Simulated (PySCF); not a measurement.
**NMR shielding calculation, with input and output: C₅H₉ClO₂Si**

- system: C₅H₉ClO₂Si
- method: GIAO PBE0/pcSseg-1 NMR shielding, non-relativistic, gas phase (PySCF 2.14.0)

The geometry comes from this level: GFN2-xTB. It belongs to a series of runs on one base structure; here: H on Si replaced by COOCH3. Figures and captions count atoms from 1; the log counts them from 0 in places.

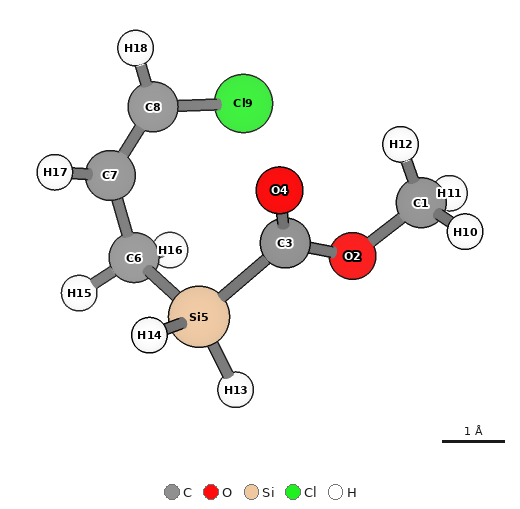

**Figure 1.** The structure as given in the input (ball-and-stick view, seen at a tilt; atoms are numbered from 1 in the order of the input). Bond lengths as drawn: C–C 1.32 to 1.49 Å, C–Cl 1.72 Å, C–H 1.08 to 1.09 Å, C–O 1.21 to 1.42 Å, C–Si 1.92 Å and H–Si 1.46 Å.

Key numbers:

| quantity | value |
| --- | --- |
| outcome | converged |
| total energy | −1095.335565 hartree |
| HOMO | −7.00 eV |
| LUMO | −0.49 eV |
| dipole moment | 1.37 D |
| isotropic shielding, C | 0.6 to 171.7 ppm |
| isotropic shielding, O | −177.3 to 114.6 ppm |
| isotropic shielding, Si | 407.7 ppm |
| isotropic shielding, Cl | 763.1 ppm |
| isotropic shielding, H | 25.6 to 30.1 ppm |
| hardware | 1 CPU thread, shared host |
| wall time | 44 s |
| peak memory | 0.95 GiB |

The input:
```
{"job": {"kind": "nmr", "xc": "PBE0", "basis": "pcSseg-1"}, "charge": 0, "multiplicity": 1}
C      2.660978     1.298663    -0.233575
O      1.889205     0.108212    -0.362198
C      1.078000    -0.228933     0.643084
O      0.982415     0.392549     1.673053
Si     0.056992    -1.785033     0.187182
C     -1.602299    -1.129111    -0.522975
C     -2.215007    -0.139847     0.401796
C     -2.012523     1.167441     0.361725
Cl    -1.004924     1.914443    -0.819496
H      3.663403     1.046185     0.116674
H      2.711050     1.757110    -1.219257
H      2.184127     1.971568     0.481659
H      0.779442    -2.545780    -0.830939
H     -0.189576    -2.540578     1.416654
H     -2.284169    -1.963387    -0.681812
H     -1.410661    -0.660227    -1.489349
H     -2.846679    -0.525799     1.188396
H     -2.448534     1.868842     1.053083
```

The first line tells a small driver script what to run in PySCF; the rest is the geometry in Å.

Launch command:
```bash
OMP_NUM_THREADS=1 python <driver script> task.json out
```

Log:
```
coarse grid: 16432 points
cycle   1  E = -1095.1183098388  dE =  1.209e+00  |g| = 8.625e-01  |ddm| = 3.855e+00
cycle   2  E = -1094.7706136573  dE =  3.477e-01  |g| = 1.600e+00  |ddm| = 1.593e+00
cycle   3  E = -1095.2454648016  dE = -4.749e-01  |g| = 2.963e-01  |ddm| = 1.194e+00
cycle   4  E = -1095.2607465722  dE = -1.528e-02  |g| = 1.013e-01  |ddm| = 2.495e-01
cycle   5  E = -1095.2624624542  dE = -1.716e-03  |g| = 2.016e-02  |ddm| = 6.502e-02
cycle   6  E = -1095.2625464405  dE = -8.399e-05  |g| = 6.729e-03  |ddm| = 2.287e-02
cycle   7  E = -1095.2625562862  dE = -9.846e-06  |g| = 2.207e-03  |ddm| = 7.089e-03
final grid: 150480 points
cycle   8  E = -1095.3355303611  dE = -2.707e-05  |g| = 1.332e-02  |ddm| = 2.703e-02
cycle   9  E = -1095.3354854031  dE =  4.496e-05  |g| = 2.038e-02  |ddm| = 2.010e-02
cycle  10  E = -1095.3355629522  dE = -7.755e-05  |g| = 2.886e-03  |ddm| = 1.277e-02
cycle  11  E = -1095.3355644189  dE = -1.467e-06  |g| = 7.147e-04  |ddm| = 2.034e-03
cycle  12  E = -1095.3355645038  dE = -8.491e-08  |g| = 1.884e-04  |ddm| = 5.811e-04
cycle  13  E = -1095.3355645112  dE = -7.401e-09  |g| = 4.529e-05  |ddm| = 1.631e-04
cycle  14  E = -1095.3355645116  dE = -4.197e-10  |g| = 1.881e-05  |ddm| = 5.881e-05
```

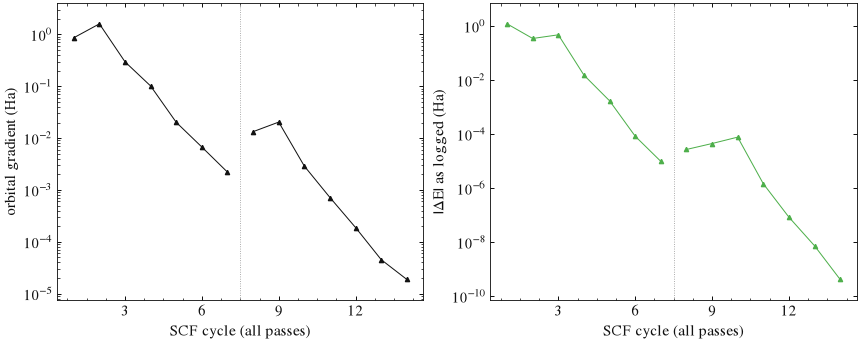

**Figure 2.** Convergence of the self-consistent field: orbital gradient and size of the energy change against the SCF cycle. The dotted line marks the change from a coarse to the final integration grid. The first 7 cycles use a coarse grid, the final grid takes over at cycle 8, and the field converges after 14 cycles in all.

```
converged SCF energy = -1095.3355645116

GIAO shielding tensors (ppm)
atom      isotropic    diamagn.    paramagn.     s11        s22        s33       span
  0 C      136.966     244.596    -107.631     97.978    132.293    180.626     82.648
  1 O      114.565     401.936    -287.371    -94.825    204.452    234.067    328.892
  2 C        0.585     256.139    -255.555   -102.635     27.664     76.725    179.360
  3 O     -177.250     403.509    -580.759   -565.929   -262.248    296.427    862.356
  4 Si     407.702     880.521    -472.818    402.202    407.995    412.910     10.708
  5 C      171.698     253.035     -81.337    154.532    175.814    184.749     30.218
  6 C       53.425     258.018    -204.593    -60.979     64.385    156.869    217.848
  7 C       54.749     254.459    -199.710    -45.197     87.740    121.704    166.900
  8 Cl     763.132    1150.480    -387.348    538.418    841.149    909.828    371.410
  9 H       28.383      27.283       1.101     23.536     26.120     35.494     11.958
 10 H       28.267      29.270      -1.003     24.360     26.966     33.476      9.116
 11 H       26.483      29.903      -3.420     23.301     25.904     30.243      6.942
 12 H       27.230      29.143      -1.913     23.616     25.611     32.464      8.848
 13 H       27.665      29.170      -1.505     24.775     25.199     33.021      8.246
 14 H       30.058      29.262       0.796     25.323     27.240     37.611     12.288
 15 H       29.022      31.855      -2.833     24.943     29.415     32.706      7.763
 16 H       25.639      30.936      -5.297     23.434     26.379     27.103      3.670
 17 H       25.574      29.922      -4.348     21.316     26.728     28.676      7.360
```

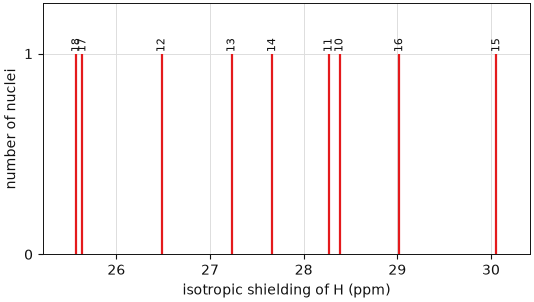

**Figure 3.** Isotropic shieldings of the hydrogen nuclei in this fixed geometry, labelled by atom number; shielding grows to the right, so chemical shift grows to the left. The least shielded is H18 (25.6 ppm), the most shielded H15 (30.1 ppm).

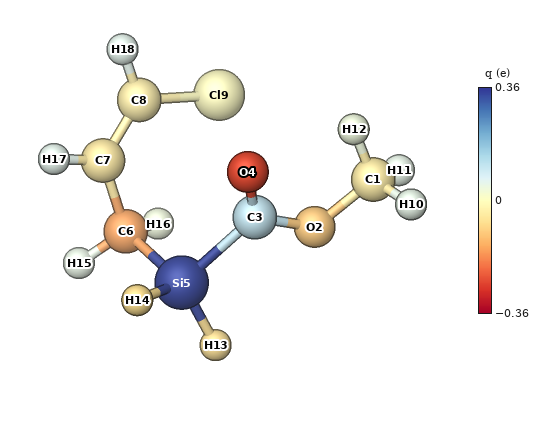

**Figure 4.** Hirshfeld charges, as the colour of each atom (ball-and-stick view, seen at a tilt; atoms are numbered from 1 in the order of the input). By element: C −0.16 to +0.11, O −0.26 to −0.10, Si +0.34, Cl −0.01 and H −0.07 to +0.06 e.
